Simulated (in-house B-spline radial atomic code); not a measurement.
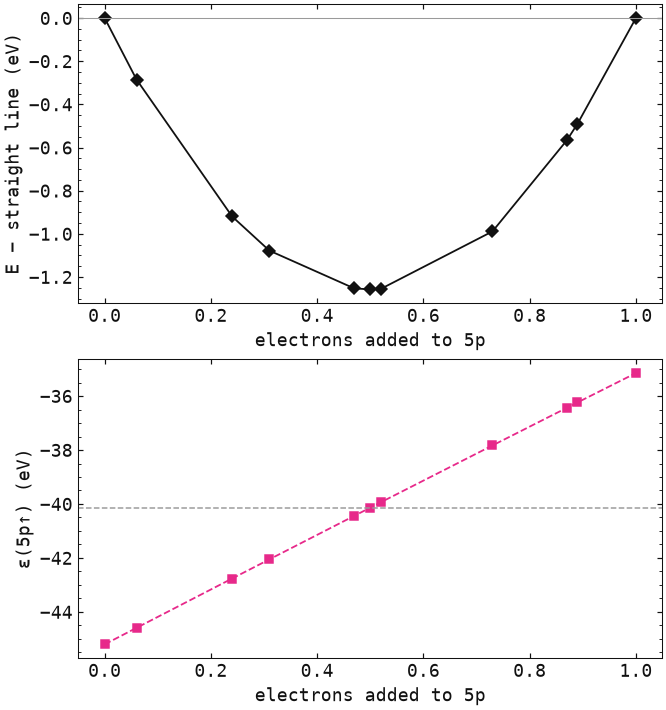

Level of theory: scalar-relativistic (spin-free one-electron X2C) PBE, spin-polarised, spherical fractional occupations, Fermi nucleus, basis-set limit. Computed with an in-house B-spline radial code. The occupation of the 5p shell is varied from I⁴⁺ ([Kr] 4d10 5s2 5p1 (high spin)) to I³⁺ ([Kr] 4d10 5s2 5p2 (high spin)), with spherical fractional occupations. The plot shows the total energy less the straight line between the end points, and the eigenvalue of 5p↑ (the dashed line is minus the energy to take the whole electron out).

Q: What does the shape say about the method?

A: The curve is convex (below the straight line), with the largest deviation among the points computed, −1.26 eV, at 0.5. The end points differ by 40.1 eV, the energy to take the electron out. The eigenvalue, which is the slope of the energy (Janak's theorem), moves from −45.2 eV at 0 to −35.1 eV at 1; for a straight line it would stay constant, and a parabola would sag by an eighth of this change, scaled to a whole electron, 1.26 eV. Convexity is the mark of the delocalisation error, which puts fractional charges too low; for p, d and f shells the spherical spreading of the fraction adds to it.
